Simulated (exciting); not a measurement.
Two BSE runs for the La L₃ edge of CsLaS2, space group R-3m. Run A: exciting, all-electron LAPW+lo, LDA, exchange and screened direct term (singlet BSE), 2×2×2 shifted k points, 68 conduction bands, |G+q| up to 3 bohr⁻¹ (2 in the exchange term), full RPA screening with nempty = 103, Lorentzian half width 1.71 eV. Run B has a fault in its input.

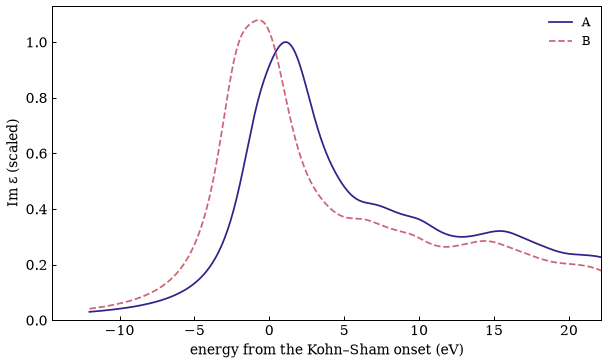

Energy from the Kohn–Sham onset, core level to the lowest empty state found on the meshes used; one zero for both, scaled to A's maximum.

**Question.** What most likely went wrong in run B?

Far too few empty states in the screening (empty states in the screening from 103 to 8). Against run A the r.m.s. difference is 39 %. Moving the earlier curve by -1.9 eV leaves 9 %. The highest maximum lies at -0.7 eV (1.08), against 1.1 eV (1.00). The first bright state moves from -1.02 to -2.29 eV. Too few states underscreen, so the attraction is too strong. Other settings could leave a like mark; this is the change that was made.

[Hosts, paths, dates, database ids (printed as entryN), source tags and the programs' standing remarks are cut or masked in the printed files.]
